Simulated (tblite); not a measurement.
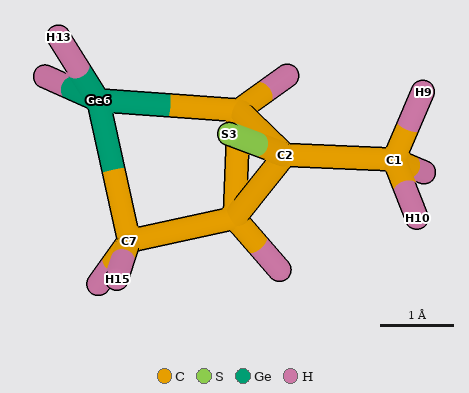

Fig. 1: The structure as given in the input (stick view, seen at a tilt; atoms are numbered from 1 in the order of the input). Sticks mark near contacts. Bond lengths as drawn: C–C 1.51 to 1.52 Å, C–Ge 1.98 to 2.00 Å, C–H 1.08 to 1.09 Å, C–S 1.75 Å and Ge–H 1.50 to 1.51 Å.

# C5H9GeS: frequency calculation

C5H9GeS, multiplicity 2, computed with GFN2-xTB harmonic vibrations, gas phase (tblite 0.8.0).

It belongs to a series of runs on one base structure; here: H removed from sp3 C.

**Output**
```
mode    cm-1     km/mol
  1     126.2      7.75
  2     146.6      1.20
  3     179.4      1.57
  4     243.1      0.64
  5     292.3      4.90
  6     333.6      0.45
  7     365.8      5.69
  8     435.0     12.33
  9     440.3     11.13
 10     521.5     46.36
 11     561.3     52.22
 12     586.7     79.30
 13     619.4     16.44
 14     718.5      2.60
 15     762.9     30.03
 16     799.6    196.17
 17     824.9      6.05
 18     836.7    122.47
 19     892.4      3.94
 20     967.9      3.26
 21     998.2      1.31
 22    1038.8      1.37
 23    1062.0      6.09
 24    1091.6      3.36
 25    1104.0      7.84
 26    1162.7      2.12
 27    1182.9      4.06
 28    1213.4      4.21
 29    1351.9     10.28
 30    1407.3      5.47
 31    1437.6      6.82
 32    1480.0      3.89
 33    1488.0      2.19
 34    1890.8    305.51
 35    1975.8    446.62
 36    2979.4     28.49
 37    2991.9     18.15
 38    3010.6     12.39
 39    3015.8     15.08
 40    3021.3      7.17
 41    3023.6     39.52
 42    3033.6     59.14
```

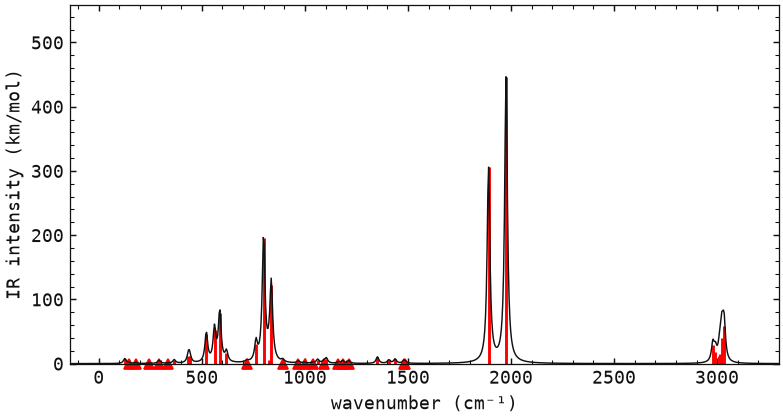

Fig. 2: Harmonic infrared spectrum, unscaled: sticks (degenerate modes added up, dark ones marked on the axis) with a Lorentzian envelope of 16 cm⁻¹ full width, scaled to the tallest stick. 42 modes from 126 to 3034 cm⁻¹, none imaginary. The strongest line is at 1976 cm⁻¹ (447 km/mol).

The run was set up as follows.

**The input**
```
{"job": {"kind": "ir", "xc": "GFN2-xTB", "basis": "xTB"}, "charge": 0, "multiplicity": 2}
C      2.118689     0.647729    -0.556445
C      0.724026     0.532795     0.008357
S      0.325611     1.745016     1.205158
C      0.139640    -0.857249     0.139777
C     -0.380947     0.070506    -0.925621
Ge    -2.102015     0.235768     0.037458
C     -0.995082    -1.017179     1.136131
H      2.301607    -0.129404    -1.296600
H      2.252114     1.619659    -1.029927
H      2.855629     0.554220     0.240449
H      0.815901    -1.682601    -0.046771
H     -0.127262    -0.017244    -1.973565
H     -2.625011     1.575779     0.479367
H     -3.206919    -0.475146    -0.715015
H     -0.725758    -0.756599     2.157799
H     -1.377821    -2.037107     1.128038
```

The first line tells a small driver script what to run in tblite; the rest is the geometry in Å.

Command:
```bash
OMP_NUM_THREADS=1 python <driver script> task.json out
```

**Summary**

| quantity | value |
| --- | --- |
| outcome | converged |
| total energy | −554.3870 eV |
| zero-point energy | 73.7870 kcal/mol |
| hardware | 1 CPU thread, shared host |
| wall time | 0.53 s |
| peak memory | 0.18 GiB |
